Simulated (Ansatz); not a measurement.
## BaHfO3, pressure series

The reference is BaHfO3 in the cubic perovskite structure (space group Pm-3m, No. 221; a = 4.1575 Å).

Cell and atoms are relaxed at each pressure.

Computed with PBEsol, PAW, 420 eV (Ansatz, a quantum-chemistry and plane-wave program; no spin-orbit coupling).

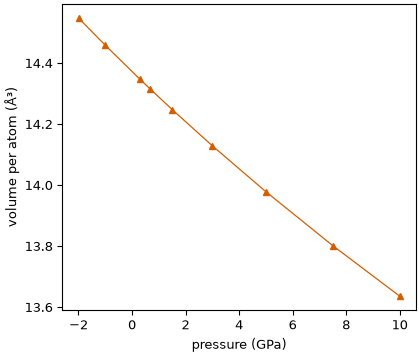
Fig. 1. Volume against pressure

Problem. Estimate the zero-pressure bulk modulus from the plot.

Solution. About 170 GPa; a third-order Birch–Murnaghan fit to the points gives V₀ = 14.37 Å³/atom, B₀ = 169 GPa and B₀′ = 4.4.

Load acts through the strain it causes; cell and atoms are relaxed under it. Stability against distortions was not tested. No other phases were tried under pressure.
